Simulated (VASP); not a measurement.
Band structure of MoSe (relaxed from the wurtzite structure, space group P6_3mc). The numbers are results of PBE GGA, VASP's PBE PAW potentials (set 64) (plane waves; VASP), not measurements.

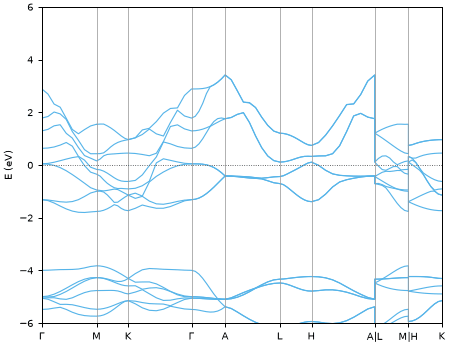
*Bands along high-symmetry lines, zero at the valence-band maximum or, without a gap, the Fermi level*

### Question
Read the plot: is there a gap, and where are the band edges?

### Answer
It has no gap at this level: it comes out as a metal or semimetal. (Edges off the drawn lines would not show.)

The structure was generated: MoSe was put into the wurtzite type (P6_3mc), which need not be its known phase. It was relaxed first, which changed the volume by -30 %.
